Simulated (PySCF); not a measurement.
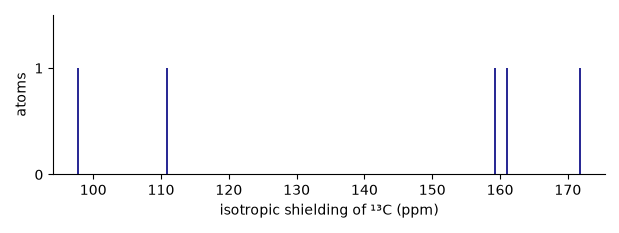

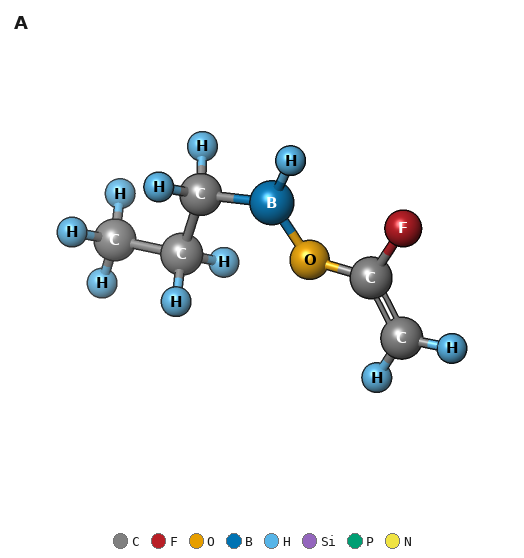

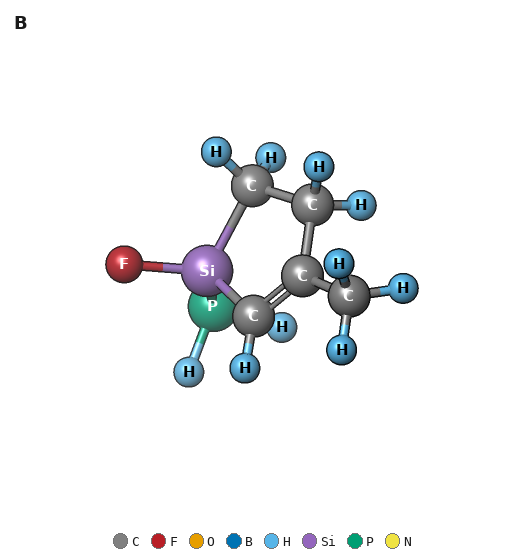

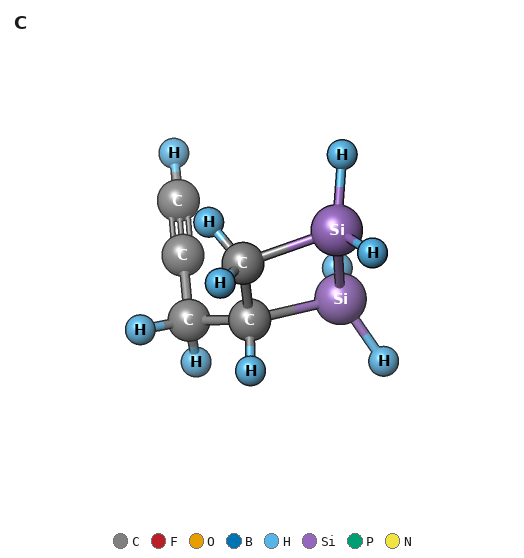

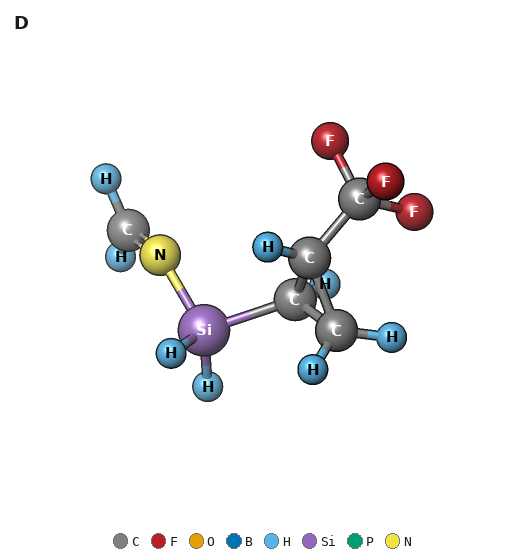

The sticks are computed shieldings of one of the molecules, for one fixed geometry (GFN2-xTB) without averaging over rotations. Low shielding means a high chemical shift. Method: GIAO PBE0/pcSseg-1 NMR shielding, non-relativistic, gas phase (PySCF 2.14.0).

### Match the spectrum to a structure.

C, `C#CC[C@@H]1C[SiH2][SiH2]1`. Its 5 C atoms give lines at 97.8, 110.8, 159.3, 161.1, 171.8 ppm.

The geometry is semi-empirical. Around B, P, Si such bond lengths and angles can be off by a tenth of an ångström or more and by several degrees, and values that hang on the shape move with them.
